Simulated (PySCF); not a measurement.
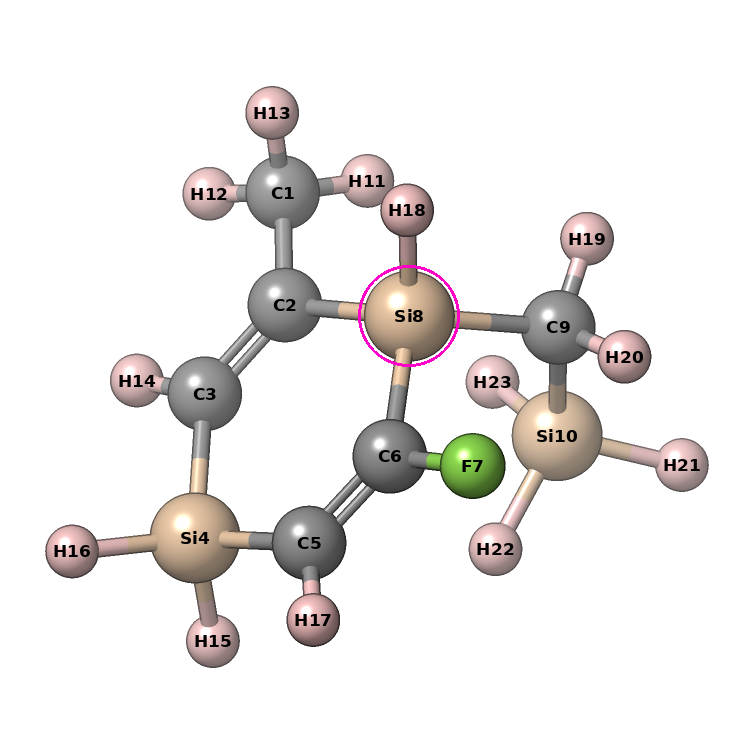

Distant atoms are faded towards the background colour. Circles mark the stereogenic atoms. Computed geometry: PBE0-D3(BJ)/def2-SVP optimisation. No frequency run is at hand to confirm it as a minimum.

Give the R/S and E/Z labels.

Si8: S (priorities C9 > C6 > C2 > H18).
